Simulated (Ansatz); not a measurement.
# AlCNClOF (SMILES O=C=[N][Al]([F])[Cl]) at PBE0/cc-pVDZ

What is the vertical ionisation energy of AlCNClOF at PBE0/cc-pVDZ? 

The results are computed with Ansatz 0.2.0.

140 further runs of the same task are left out: 2 that didn't finish, 138 set aside as unsound or not needed. Runs told in other sessions of the task aren't counted.

### Step 1. The system as given

AlCNClOF: 6 atoms, total charge 0, spin state singlet. As SMILES, `O=C=[N][Al]([F])[Cl]`. The coordinates come from a PBE0-D4/def2-TZVP relaxation. This is one conformer, not always the lowest.

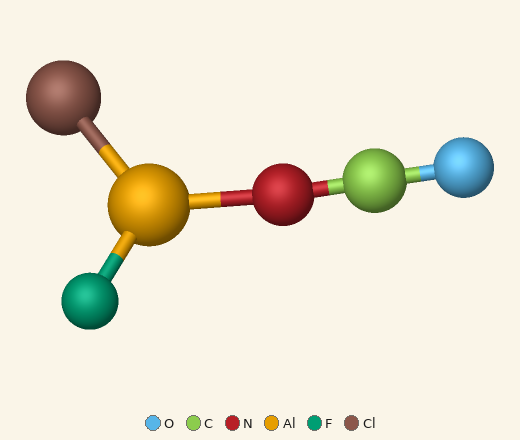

The structure, seen from a chosen angle (oxygen blue, carbon green, nitrogen red, aluminium amber, fluorine teal, chlorine brown).

### Step 2. A single-point energy at PBE0/cc-pVDZ

molecule.yaml reads:

```yaml
crystal:
  periodic: [false, false, false]
  atoms:
    - symbol: O
      position_ang: [-1.726000, -0.301300, 2.353900]
    - symbol: C
      position_ang: [-1.034500, -0.244700, 1.421600]
    - symbol: "N"
      position_ang: [-0.321400, -0.196300, 0.461800]
    - symbol: Al
      position_ang: [0.694800, 0.033100, -0.933400]
    - symbol: F
      position_ang: [1.379200, -1.268200, -1.642400]
    - symbol: Cl
      position_ang: [1.050000, 1.913400, -1.707800]
basis:
  gaussian:
    orbitals: cc-pVDZ
magnetization:
  spin_polarized: false
  initial_magnetization: 0
hamiltonian:
  xc: {name: PBE0}
accuracy: high
output: {orbitals: {seedname: orbitals}}
```

The run is started by

```
$ ansatz run molecule.yaml --threads 1 --pin off --max-ram 3480MiB --events-out events.jsonl --progress --plain --runs-dir runs
```

The log of the run:

```text
Warning: RAYON_NUM_THREADS=1 ignored (pool sized by the plan → 1); use --threads N
Functional definition: PBE0
  name "PBE0"
  parameter a = 0.25
  parameter kappa = 0.804
  parameter beta = 0.06672455060314922
  exchange = (1 - a)*pbe_x(kappa = kappa, mu = beta*pi^2/3) + a*exact_x
  correlation = pbe_c(beta = beta)
1929 factors; integrals over basis functions are off by at most 3.1e-9 eV
mean field evaluation 1: about -26394.6582 eV, gradient 5.9e1 eV
mean field evaluation 2: about -26388.9905 eV, gradient 8.3e1 eV
mean field evaluation 4: about -26400.8953 eV, gradient 2.1e0 eV
mean field evaluation 8: about -26401.1020 eV, gradient 7.2e-1 eV
mean field evaluation 16: about -26401.1031 eV, gradient 8.0e-5 eV
mean field -26401.10307397 eV, -970.2226426578 hartree, gradient 3.3e-8 eV, S^2 0.000000; 0 other end points of the search recorded, 0 dependent functions left out
reference -26401.10307671 eV, -970.2226427586 hartree; 30, 30 occupied and 62, 62 virtual orbitals, 1929 factors
Total energy: -26401.10307671 eV, -970.2226427586 hartree
```

Run time: 8.1 s. Hardware: 1 thread of Arm Neoverse V2, shared host; peak memory 0.32 GiB.

### Step 3. The doublet cation at the same level

run.yaml reads:

```yaml
crystal:
  periodic: [false, false, false]
  atoms:
    - {symbol: O, position_ang: [-1.726000, -0.301300, 2.353900]}
    - {symbol: C, position_ang: [-1.034500, -0.244700, 1.421600]}
    - {symbol: "N", position_ang: [-0.321400, -0.196300, 0.461800]}
    - {symbol: Al, position_ang: [0.694800, 0.033100, -0.933400]}
    - {symbol: F, position_ang: [1.379200, -1.268200, -1.642400]}
    - {symbol: Cl, position_ang: [1.050000, 1.913400, -1.707800]}
basis:
  gaussian: {orbitals: cc-pVDZ}
total_charge: 1
magnetization: {spin_polarized: true, initial_magnetization: 1}
hamiltonian: {xc: pbe0}
accuracy: high
output: {orbitals: {seedname: orbitals}}
```

The run is started by

```
$ ansatz run run.yaml --threads 1 --pin off --max-ram 3480MiB --events-out events.jsonl --progress --plain --runs-dir runs
```

The log of the run, cut to the lines that bear on the results:

```text
Warning: RAYON_NUM_THREADS=1 ignored (pool sized by the plan → 1); use --threads N
[... 7 set-up lines as earlier in the session ...]
1929 factors; integrals over basis functions are off by at most 3.1e-9 eV
mean field evaluation 1: about -26375.1313 eV, gradient 6.0e1 eV
mean field evaluation 2: about -26330.3322 eV, gradient 1.2e2 eV
mean field evaluation 4: about -26386.2584 eV, gradient 2.5e1 eV
mean field evaluation 8: about -26389.6158 eV, gradient 1.7e0 eV
mean field evaluation 16: about -26389.8434 eV, gradient 5.2e-3 eV
mean field evaluation 32: about -26389.8434 eV, gradient 3.3e-6 eV
mean field -26389.84341258 eV, -969.8088577339 hartree, gradient 8.1e-8 eV, S^2 0.766146; 4 other end points of the search recorded, 0 dependent functions left out
reference -26389.84341538 eV, -969.8088578370 hartree; 30, 29 occupied and 62, 63 virtual orbitals, 1929 factors
Total energy: -26389.84341538 eV, -969.8088578370 hartree
```

Wall time 30 s (1 thread of Arm Neoverse V2, shared host); peak memory 0.49 GiB.

### Step 4. Summary of results

At PBE0/cc-pVDZ:

| quantity | value |
| --- | --- |
| singlet AlCNClOF: total energy | -970.22264 Eh |
| singlet AlCNClOF: HOMO energy | -9.00 eV |
| singlet AlCNClOF: LUMO energy | -1.03 eV |
| singlet AlCNClOF: HOMO–LUMO gap | 7.97 eV |
| doublet cation: total energy | -969.80886 Eh |
| doublet cation: HOMO energy (highest over α and β) | -15.04 eV |
| doublet cation: LUMO energy (lowest over α and β) | -13.44 eV |
| doublet cation: ⟨S²⟩ | 0.766 |
| vertical ionisation energy (to the doublet cation) | 11.260 eV |

What this shows: The vertical ionisation energy comes to 11.26 eV (260 kcal/mol). The negative HOMO energy of the first species, 9.00 eV, lies 2.26 eV below that difference.
